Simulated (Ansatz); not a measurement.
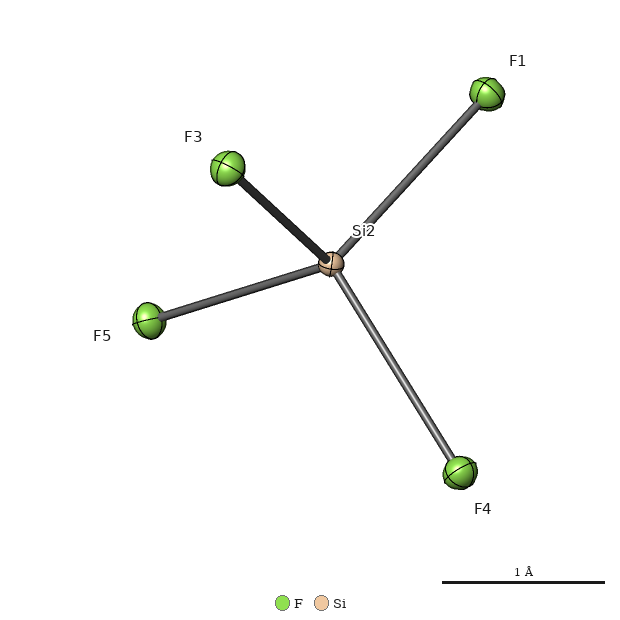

Displacement ellipsoids at the 50 % level, enlarged 2 times, from the internal vibrations of the free molecule (harmonic, no overall translation or rotation; no half-axis is drawn under 0.075 Å). Vibrations computed with RKS PBE0-D4/def2-TZVP (Ansatz 0.2.0). Temperature: 100 K.

List U_eq and the three principal root-mean-square amplitudes for each kind of atom.

```json
{"atom": "F1, F3, F4, F5", "U_eq (Å²)": "0.0013", "rms amplitudes (Å)": "0.033, 0.037, 0.037"}
{"atom": "Si2", "U_eq (Å²)": "0.00065", "rms amplitudes (Å)": "0.025, 0.025, 0.025"}
```
